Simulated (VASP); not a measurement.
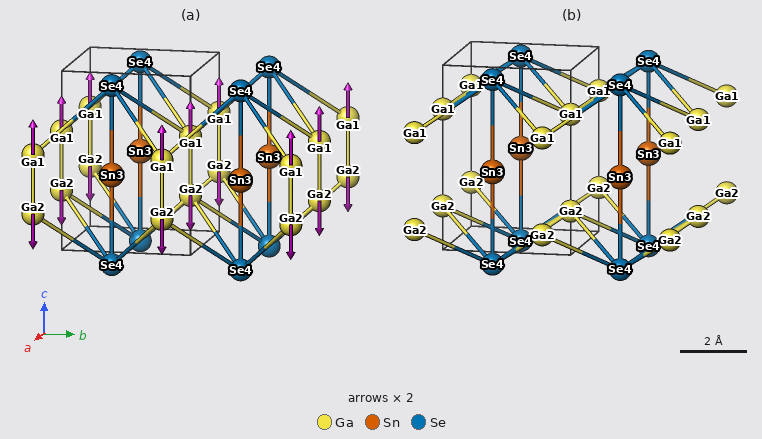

The structure of solid Ga$_{2}$SnSe (a generated structure, set up in P4/mmm) before (left) and after (right) a relaxation, at one scale. The purple arrows give the displacements (the part carried along by the change of the cell is left out), 2 times their true length.

Style: ball-and-stick. Shown: the cell of the calculation, repeated 2 × 2 × 1 with one cell outlined, slightly off an axis.

The run lets cell and atoms move.

Theory: VASP, Kohn-Sham DFT of a periodic cell, PBE, VASP PAW PBE potentials, recommended.

Input file:
```
SYSTEM = Ga2SnSe
PREC = Normal ; ENCUT = 520
EDIFF = 1E-4 ; ISMEAR = 0
SIGMA = 0.15 ; LREAL = .False.
LASPH = .True. ; NELM = 60
ALGO = Fast ; ISIF = 3
LWAVE = .False. ; LCHARG = .False.
GGA = PE ; IBRION = 2
NSW = 24 ; EDIFFG = -0.08
```

Launched with:
```bash
cat potpaw_PBE.64/Ga_d/POTCAR potpaw_PBE.64/Sn_d/POTCAR potpaw_PBE.64/Se/POTCAR > POTCAR
mpirun -np 1 vasp_std > vasp.out
```

**Describe what moved and what it gained.**

After 17 geometry steps the energy has fallen by 4.049 eV per cell of the calculation. Largest force component: 14 eV/Å at the start, 0.037 eV/Å at the end. The pressure goes from 16.16 to 0.32 GPa. The largest moves relative to the cell, 0.56 Å, are those of Ga1 and Ga2. Ga1 goes along +c. Sn and Se stay in place. Cell: a = b 4.061 → 4.025 Å (−0.9 %), c 5.602 → 5.778 Å (+3.1 %). Volume +1.3 %. Some distances before and after: Ga1–Ga2 1.855 → 3.032 Å, Ga1–Se4 3.429 → 3.160 Å, Sn3–Se4 2.801 → 2.889 Å. Bonds break: Ga1–Ga2 (1.86 → 3.03 Å). The space group stays P4/mmm (No. 123).
